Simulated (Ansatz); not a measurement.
Cl3HOTi

```xyz
6

Ti   -0.0310   -0.0284   -0.0488
O    -0.1444   -0.0846    1.6733
H    -0.7120   -0.1483    2.4485
Cl    2.0617    0.0033   -0.6389
Cl   -1.0525    1.7538   -0.7586
Cl   -1.0289   -1.7772   -0.8660
```

The calculation used RKS PBE0-D4/def2-SVP (Ansatz 0.2.0).

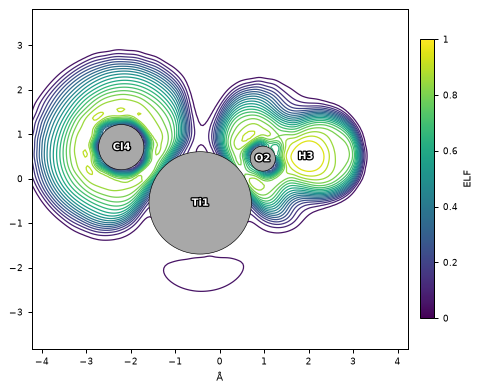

Figure 1. ELF on the plane of atoms O2, Ti1 and Cl4. Grey discs cover the atomic cores.

> Interpret the plot.

Atoms in the plane: Ti, O, H and Cl.
Ti–O (1.73 Å): the ELF peaks at about 0.80 in the valence shell of O, 0.5 Å from its nucleus, and drops to about 0.20 between the two atoms.
Ti–Cl (2.17 Å): the ELF peaks at about 0.85 in the valence shell of Cl, 0.8 Å from its nucleus, and is about 0.40 at the midpoint.
O–H (0.96 Å): the ELF climbs to about 1 towards the hydrogen, as it does in any bond to H; a covalent bond by its length.

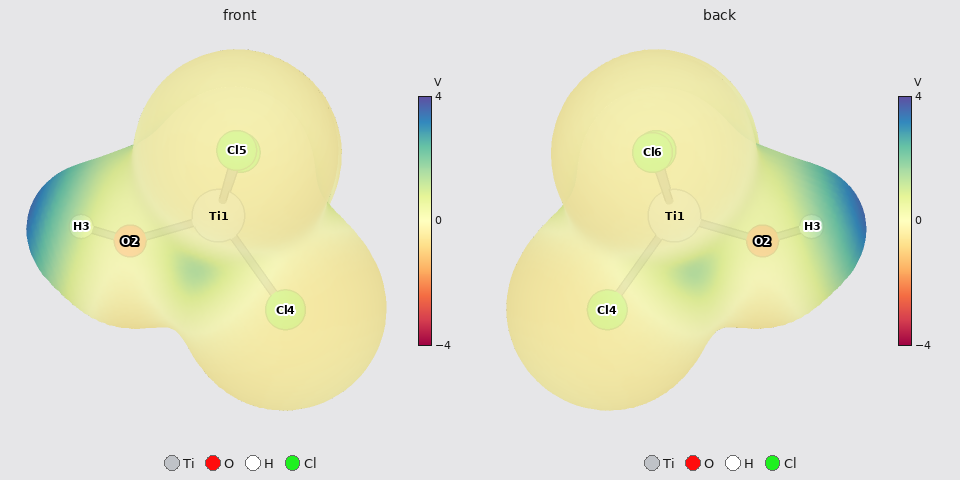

Figure 2. The electrostatic potential painted on the density surface at 0.002 e/bohr³, seen from the front and from behind; red is negative and blue positive.

> Where is the surface potential most negative and most positive?

The most negative region (about −0.4 V) lies over O2, the most positive (about +3.4 V) over H3.

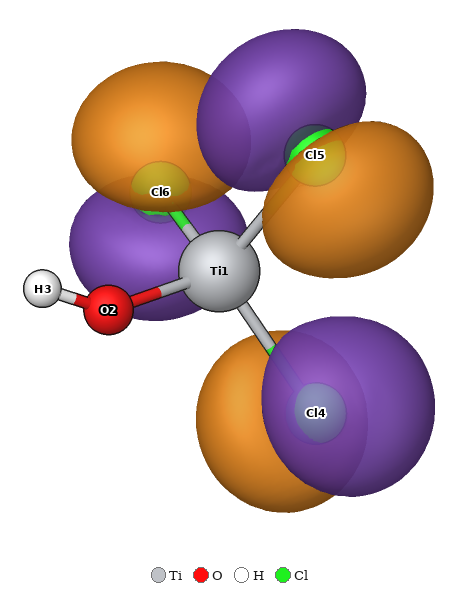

Figure 3. The HOMO at ±0.08 Å⁻³ᐟ² (orange and purple are the two phases), seen at a tilt.

> Describe this orbital and give its energy.

Its weight (Hirshfeld) is mainly on Cl4 (about 35 %), Cl5 (about 30 %) and Cl6 (about 30 %); largely a combination of lone pairs on Cl4, Cl5 and Cl6. Its energy is −9.09 eV.

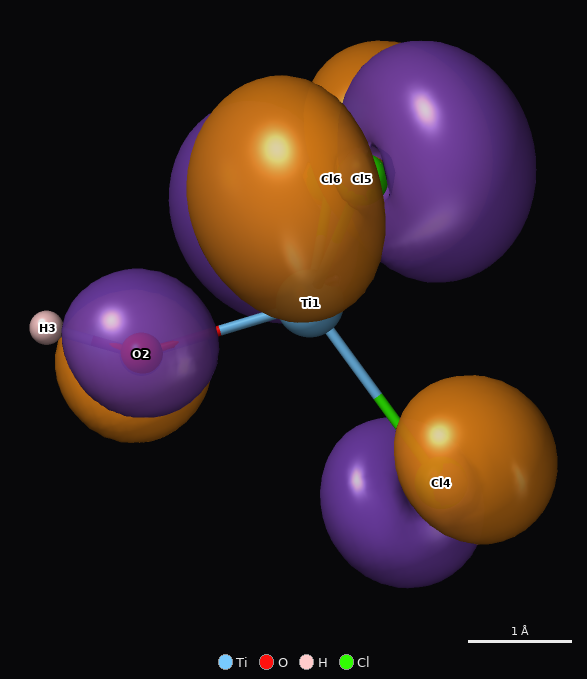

Figure 4. The HOMO−1 at ±0.08 Å⁻³ᐟ² (orange and purple are the two phases), seen across its widest extent.

> Where does this orbital lie, and at what energy?

It lies mainly on Cl5 (about 35 %), Cl6 (about 35 %), Cl4 (about 10 %) and O2 (about 10 %); largely a combination of lone pairs on Cl5, Cl6, Cl4 and O2. Its energy is −9.28 eV.
